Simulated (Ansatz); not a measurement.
Three curves of one kind of scan: energy against volume (even scaling of the relaxed cell, symmetry kept). Method: PBE (plane waves to 420 eV, PAW, scalar-relativistic; Ansatz, a first-principles code). Each is measured from its own zero (the relaxed starting cell). 

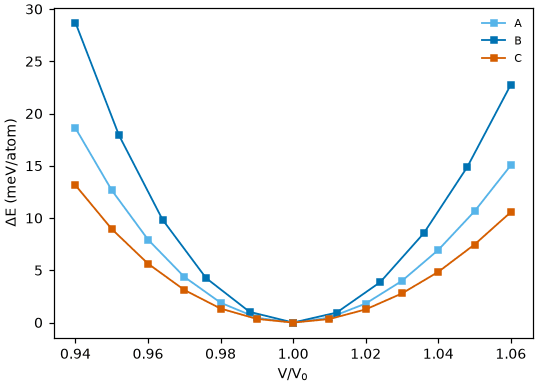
Figure. Curves A, B and C.

```csv
V/V₀,ΔE (meV/atom)
0.940,13.1
0.960,5.6
0.980,1.3
1.000,0.0
1.020,1.3
1.040,4.8
1.060,10.6
```

Q: Which curve does this table belong to?

A: Curve C, which is MgF$_{2}$ (rutile). The others: A is Al$_{2}$Cu (Al2Cu type, space group I4/mcm); B is TiO₂ (rutile).

Al2Cu is run without spin polarisation. All were relaxed with their symmetry unable to fall. TiO2 is run without spin polarisation.

(A scan under strain: stresses follow from slopes of the energy per volume, elastic moduli from its curvatures.)
